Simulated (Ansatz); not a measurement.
# Nudged elastic band of GeSiH$_{7}$O$_{2}$F (part 1 of 2)

GeSiH$_{7}$O$_{2}$F, computed with RKS BHLYP/def2-SVP (Ansatz 0.2.0).

It belongs to a series of runs on one base structure; here: band between the two ends. Figures and captions count atoms from 1; the log counts them from 0 in places.

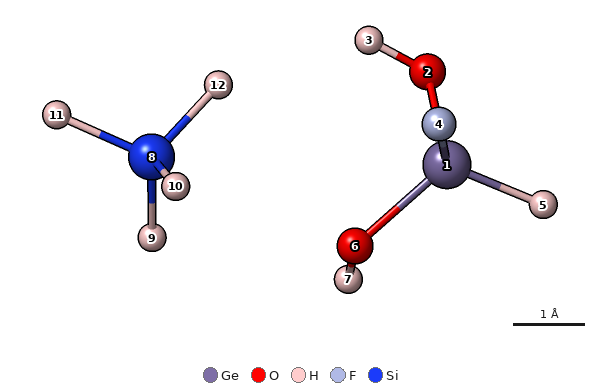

Figure 1. The input geometry (ball-and-stick view, seen at a tilt; atoms are numbered from 1 in the order of the input). Sticks mark near contacts. Bond lengths as drawn: F–Ge 1.72 Å, Ge–H 1.51 Å, Ge–O 1.74 to 1.75 Å, H–O 0.96 Å and H–Si 1.48 Å.

### Key numbers

| quantity | value |
| --- | --- |
| outcome | converged |
| barrier, forward | 2.760 eV |
| barrier, backward | 2.605 eV |
| hardware | 4 threads of AMD EPYC (Zen 5), 32 GiB of memory available, shared host |
| wall time | 2.8 min (CPU time 10 min) |
| peak memory | 0.38 GiB |

### Notes

The order of the saddle point was not checked.

### Input
```yaml
crystal:
  periodic: [false, false, false]
  atoms:
    - { symbol: Ge, position_ang: [-0.534365, 0.507975, -0.077803] }
    - { symbol: O, position_ang: [-0.853482, 0.704146, 1.622684] }
    - { symbol: H, position_ang: [-0.20307, 0.313003, 2.205269] }
    - { symbol: F, position_ang: [1.007455, 1.173251, -0.431247] }
    - { symbol: H, position_ang: [-1.612572, 1.223501, -0.861973] }
    - { symbol: O, position_ang: [-0.305196, -1.180221, -0.493528] }
    - { symbol: H, position_ang: [-1.074221, -1.739582, -0.400543] }
    - { symbol: Si, position_ang: [1.659372, -2.767113, 1.43324] }
    - { symbol: H, position_ang: [0.534576, -3.637802, 1.022034] }
    - { symbol: H, position_ang: [2.46067, -2.343531, 0.267953] }
    - { symbol: H, position_ang: [2.518162, -3.522228, 2.377484] }
    - { symbol: H, position_ang: [1.12727, -1.583301, 2.15383] }
basis:
  gaussian: { orbitals: def2-SVP }
hamiltonian:
  xc: { name: BHLYP }
neb:
  order_check: false
  images: 5
  f_tol: 0.05
  max_iterations: 60
  final_atoms:
    - { symbol: Ge, position_ang: [0.46777078, -0.32688979, -0.13143207] }
    - { symbol: O, position_ang: [-0.4366614, -0.60898838, 2.4674565] }
    - { symbol: H, position_ang: [-1.20732305, -0.79483081, 1.92070152] }
    - { symbol: F, position_ang: [0.68084088, -0.29747113, -1.86540098] }
    - { symbol: H, position_ang: [0.68404723, 1.12485517, 0.28854264] }
    - { symbol: O, position_ang: [-1.25966287, -0.76489957, -0.01581473] }
    - { symbol: H, position_ang: [-1.75078947, -0.57112911, -0.81219104] }
    - { symbol: Si, position_ang: [1.79369237, -2.06232729, 0.80573735] }
    - { symbol: H, position_ang: [0.89598194, -3.1828066, 1.16716931] }
    - { symbol: H, position_ang: [2.79648274, -2.53899631, -0.17419366] }
    - { symbol: H, position_ang: [2.48542987, -1.55776392, 2.01141541] }
    - { symbol: H, position_ang: [-0.42521001, -1.27065426, 3.15540974] }
  initial_path:
    images:
      - { positions_ang: [[-0.534365, 0.507975, -0.077803], [-0.853482, 0.704146, 1.622684], [-0.20307, 0.313003, 2.205269], [1.007455, 1.173251, -0.431247], [-1.612572, 1.223501, -0.861973], [-0.305196, -1.180221, -0.493528], [-1.074221, -1.739582, -0.400543], [1.659372, -2.767113, 1.43324], [0.534576, -3.637802, 1.022034], [2.46067, -2.343531, 0.267953], [2.518162, -3.522228, 2.377484], [1.12727, -1.583301, 2.15383]] }
      - { positions_ang: [[-0.36206018, 0.34039593, -0.04606286], [-0.58668958, 0.45500969, 1.79397687], [-0.45534694, 0.08955769, 2.28729728], [1.1967403, 0.80277528, -0.45886976], [-1.33299121, 1.2359524, -0.73564184], [-0.47023425, -1.26937802, -0.53523363], [-1.13434903, -1.80749745, -0.22200211], [1.56896812, -2.52581084, 1.22799863], [0.55827169, -3.51352327, 0.89940231], [2.50994966, -2.27489897, 0.18585484], [2.2580167, -2.97299502, 2.32666311], [0.97432371, -1.41148942, 2.09401716]] }
      - { positions_ang: [[-0.18975537, 0.17281687, -0.01432273], [-0.31989715, 0.20587338, 1.96526975], [-0.70762387, -0.13388763, 2.36932556], [1.3860256, 0.43229956, -0.48649251], [-1.05341043, 1.24840381, -0.60931067], [-0.63527249, -1.35853505, -0.57693927], [-1.19447707, -1.87541291, -0.04346123], [1.47856425, -2.28450868, 1.02275726], [0.58196738, -3.38924454, 0.77677061], [2.55922933, -2.20626694, 0.10375669], [1.99787139, -2.42376203, 2.27584223], [0.82137742, -1.23967784, 2.03420431]] }
      - { positions_ang: [[-0.01745055, 0.0052378, 0.01741741], [-0.05310473, -0.04326292, 2.13656262], [-0.95990081, -0.35733294, 2.45135384], [1.5753109, 0.06182385, -0.51411527], [-0.77382964, 1.26085521, -0.48297951], [-0.80031074, -1.44769207, -0.6186449], [-1.2546051, -1.94332836, 0.13507966], [1.38816037, -2.04320652, 0.81751589], [0.60566308, -3.26496582, 0.65413892], [2.60850899, -2.13763491, 0.02165853], [1.73772609, -1.87452905, 2.22502134], [0.66843113, -1.06786626, 1.97439147]] }
      - { positions_ang: [[0.14428989, -0.1054714, -0.03219909], [-0.18095695, -0.23183808, 2.24686058], [-1.04237489, -0.50316556, 2.27446974], [1.27715422, -0.05794115, -0.96454384], [-0.28787068, 1.21552187, -0.22580546], [-0.95342811, -1.22009457, -0.41770151], [-1.41999989, -1.48592861, -0.18067724], [1.52333771, -2.04958011, 0.81358971], [0.70243603, -3.23757941, 0.82514905], [2.67116691, -2.27142204, -0.04362553], [1.98696068, -1.76894067, 2.15381937], [0.30388408, -1.13546226, 2.36806422]] }
      - { positions_ang: [[0.30603033, -0.2161806, -0.08181558], [-0.30880918, -0.42041323, 2.35715854], [-1.12484897, -0.64899819, 2.09758563], [0.97899755, -0.17770614, -1.41497241], [0.19808827, 1.17018852, 0.03136859], [-1.10654549, -0.99249707, -0.21675812], [-1.58539468, -1.02852886, -0.49643414], [1.65851504, -2.0559537, 0.80966353], [0.79920899, -3.210193, 0.99615918], [2.73382482, -2.40520918, -0.1089096], [2.23619527, -1.6633523, 2.08261739], [-0.06066296, -1.20305826, 2.76173698]] }
      - { positions_ang: [[0.46777078, -0.32688979, -0.13143207], [-0.4366614, -0.60898838, 2.4674565], [-1.20732305, -0.79483081, 1.92070152], [0.68084088, -0.29747113, -1.86540098], [0.68404723, 1.12485517, 0.28854264], [-1.25966287, -0.76489957, -0.01581473], [-1.75078947, -0.57112911, -0.81219104], [1.79369237, -2.06232729, 0.80573735], [0.89598194, -3.1828066, 1.16716931], [2.79648274, -2.53899631, -0.17419366], [2.48542987, -1.55776392, 2.01141541], [-0.42521001, -1.27065426, 3.15540974]] }
```

Command:
```bash
ansatz run input.yaml --threads 4 --pin off --max-ram 5120MiB --backend cpu --events-out ev --progress --plain --runs-dir out
```

### Output
```
Engine: ansatz 0.2.0, x86_64-unknown-linux-gnu
Functional definition: BHLYP
  parameter a = 0.5
  exchange = (1 - a)*b88_x + a*exact_x
  correlation = lyp_c
1318 factors; integrals over basis functions are off by at most 2.5e-4 eV
mean field evaluation 1: about -71297.1801 eV, gradient 6.4e1 eV
mean field evaluation 2: about -71294.7023 eV, gradient 7.5e1 eV
mean field evaluation 4: about -71303.9729 eV, gradient 1.6e0 eV
mean field evaluation 8: about -71304.0113 eV, gradient 1.3e-1 eV
mean field evaluation 16: about -71304.0113 eV, gradient 7.9e-5 eV
mean field -71304.01128842 eV, -2620.3740832547 hartree, gradient 7.9e-5 eV, S^2 0.000000; 0 other end points of the search recorded, 0 dependent functions left out
the calculation of the forces begins
reference -71304.01148370 eV, -2620.3740904313 hartree; 39, 39 occupied and 88, 88 virtual orbitals, 1318 factors
1320 factors; integrals over basis functions are off by at most 8.5e-4 eV
mean field evaluation 32: about -71303.8558 eV, gradient 1.7e-5 eV
mean field -71303.85580489 eV, -2620.3683693403 hartree, gradient 1.7e-5 eV, S^2 0.000000; 0 other end points of the search recorded, 0 dependent functions left out
[... from here on the field's lines of each further geometry are left out, up to the last ...]
NEB iter   1: max|band force component| = 9.623e1 eV/Å  barrier→ = 16.8822 eV  barrier← = 16.7267 eV  Δτ_max = 0.2000 Å  (189 SCF iters)
NEB iter   2: max|band force component| = 1.370e1 eV/Å  barrier→ = 3.8605 eV  barrier← = 3.7050 eV  Δτ_max = 0.2000 Å  (177 SCF iters)
NEB iter   3: max|band force component| = 8.957e0 eV/Å  barrier→ = 3.3404 eV  barrier← = 3.1850 eV  Δτ_max = 0.2000 Å  (152 SCF iters)
NEB iter   4: max|band force component| = 4.092e0 eV/Å  barrier→ = 3.0958 eV  barrier← = 2.9403 eV  Δτ_max = 0.2000 Å  (151 SCF iters)
NEB iter   5: max|band force component| = 3.037e0 eV/Å  barrier→ = 2.5147 eV  barrier← = 2.3592 eV  Δτ_max = 0.2000 Å  (154 SCF iters)
NEB iter   6: max|band force component| = 1.922e0 eV/Å  barrier→ = 2.0069 eV  barrier← = 1.8514 eV  Δτ_max = 0.2000 Å  (153 SCF iters)
NEB iter   7: max|band force component| = 1.221e0 eV/Å  barrier→ = 1.6719 eV  barrier← = 1.5164 eV  Δτ_max = 0.2000 Å  (152 SCF iters)
NEB iter   8: max|band force component| = 1.571e0 eV/Å  barrier→ = 1.4641 eV  barrier← = 1.3086 eV  Δτ_max = 0.1000 Å  (156 SCF iters)
NEB iter   9: max|band force component| = 1.012e0 eV/Å  barrier→ = 1.4817 eV  barrier← = 1.3263 eV  Δτ_max = 0.0983 Å  (150 SCF iters)
NEB iter  10: max|band force component| = 6.426e-1 eV/Å  barrier→ = 1.4622 eV  barrier← = 1.3067 eV  Δτ_max = 0.0995 Å  (150 SCF iters)
NEB iter  11: max|band force component| = 5.638e-1 eV/Å  barrier→ = 1.4696 eV  barrier← = 1.3142 eV  Δτ_max = 0.1002 Å  (152 SCF iters)
NEB iter  12: max|band force component| = 6.894e-1 eV/Å  barrier→ = 1.5415 eV  barrier← = 1.3860 eV  CI = image 3  Δτ_max = 0.1004 Å  (152 SCF iters)
NEB iter  13: max|band force component| = 6.311e-1 eV/Å  barrier→ = 1.5433 eV  barrier← = 1.3878 eV  CI = image 3  Δτ_max = 0.1016 Å  (154 SCF iters)
NEB iter  14: max|band force component| = 8.800e-1 eV/Å  barrier→ = 1.5503 eV  barrier← = 1.3948 eV  CI = image 3  Δτ_max = 0.1976 Å  (152 SCF iters)
NEB iter  15: max|band force component| = 1.787e0 eV/Å  barrier→ = 1.7980 eV  barrier← = 1.6426 eV  CI = image 3  Δτ_max = 0.1989 Å  (151 SCF iters)
NEB iter  16: max|band force component| = 2.027e0 eV/Å  barrier→ = 2.0070 eV  barrier← = 1.8515 eV  CI = image 3  Δτ_max = 0.2000 Å  (152 SCF iters)
NEB iter  17: max|band force component| = 2.116e0 eV/Å  barrier→ = 2.2294 eV  barrier← = 2.0739 eV  CI = image 3  Δτ_max = 0.2000 Å  (152 SCF iters)
NEB iter  18: max|band force component| = 2.163e0 eV/Å  barrier→ = 2.6103 eV  barrier← = 2.4548 eV  CI = image 3  Δτ_max = 0.2000 Å  (151 SCF iters)
NEB iter  19: max|band force component| = 2.638e0 eV/Å  barrier→ = 3.0755 eV  barrier← = 2.9200 eV  CI = image 3  Δτ_max = 0.1976 Å  (153 SCF iters)
NEB iter  20: max|band force component| = 2.132e0 eV/Å  barrier→ = 3.3960 eV  barrier← = 3.2406 eV  CI = image 3  Δτ_max = 0.1939 Å  (152 SCF iters)
NEB iter  21: max|band force component| = 2.046e0 eV/Å  barrier→ = 3.2052 eV  barrier← = 3.0497 eV  CI = image 3  Δτ_max = 0.2000 Å  (151 SCF iters)
NEB iter  22: max|band force component| = 1.676e0 eV/Å  barrier→ = 3.0031 eV  barrier← = 2.8476 eV  CI = image 3  Δτ_max = 0.1991 Å  (151 SCF iters)
NEB iter  23: max|band force component| = 9.351e-1 eV/Å  barrier→ = 2.8762 eV  barrier← = 2.7208 eV  CI = image 3  Δτ_max = 0.1769 Å  (152 SCF iters)
NEB iter  24: max|band force component| = 5.576e-1 eV/Å  barrier→ = 2.8279 eV  barrier← = 2.6724 eV  CI = image 3  Δτ_max = 0.2000 Å  (154 SCF iters)
NEB iter  25: max|band force component| = 3.517e-1 eV/Å  barrier→ = 2.8000 eV  barrier← = 2.6445 eV  CI = image 3  Δτ_max = 0.1677 Å  (150 SCF iters)
NEB iter  26: max|band force component| = 4.923e-1 eV/Å  barrier→ = 2.8075 eV  barrier← = 2.6520 eV  CI = image 3  Δτ_max = 0.0840 Å  (152 SCF iters)
NEB iter  27: max|band force component| = 1.802e-1 eV/Å  barrier→ = 2.7785 eV  barrier← = 2.6230 eV  CI = image 3  Δτ_max = 0.1660 Å  (154 SCF iters)
NEB iter  28: max|band force component| = 2.071e-1 eV/Å  barrier→ = 2.7727 eV  barrier← = 2.6172 eV  CI = image 3  Δτ_max = 0.0838 Å  (153 SCF iters)
NEB iter  29: max|band force component| = 7.049e-2 eV/Å  barrier→ = 2.7709 eV  barrier← = 2.6154 eV  CI = image 3  Δτ_max = 0.1221 Å  (157 SCF iters)
NEB iter  30: max|band force component| = 1.404e-1 eV/Å  barrier→ = 2.7687 eV  barrier← = 2.6132 eV  CI = image 3  Δτ_max = 0.0475 Å  (159 SCF iters)
NEB iter  31: max|band force component| = 1.144e-1 eV/Å  barrier→ = 2.7664 eV  barrier← = 2.6110 eV  CI = image 3  Δτ_max = 0.0494 Å  (157 SCF iters)
NEB iter  32: max|band force component| = 8.904e-2 eV/Å  barrier→ = 2.7644 eV  barrier← = 2.6090 eV  CI = image 3  Δτ_max = 0.0615 Å  (158 SCF iters)
NEB iter  33: max|band force component| = 7.896e-2 eV/Å  barrier→ = 2.7633 eV  barrier← = 2.6079 eV  CI = image 3  Δτ_max = 0.0614 Å  (158 SCF iters)
NEB iter  34: max|band force component| = 1.125e-1 eV/Å  barrier→ = 2.7643 eV  barrier← = 2.6088 eV  CI = image 3  Δτ_max = 0.0307 Å  (158 SCF iters)
NEB iter  35: max|band force component| = 1.018e-1 eV/Å  barrier→ = 2.7605 eV  barrier← = 2.6050 eV  CI = image 3  Δτ_max = 0.0307 Å  (144 SCF iters)
```
